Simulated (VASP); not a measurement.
Band structure of K (bcc). Method: PBE GGA, VASP's PBE PAW potentials (set 64) (plane waves; VASP 6.6.1).

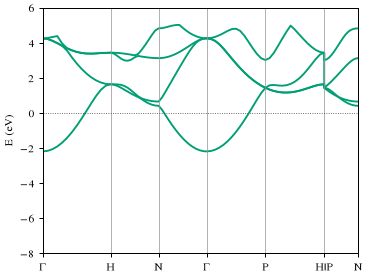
Figure: Bands along high-symmetry lines, zero at the valence-band maximum or, without a gap, the Fermi level

### Question
Read the plot: is there a gap, and where are the band edges?

### Answer
It has no gap at this level: it comes out as a metal or semimetal. (Edges off the drawn lines would not show.)

The compound is K in the bcc structure. The cell was not relaxed at this level.
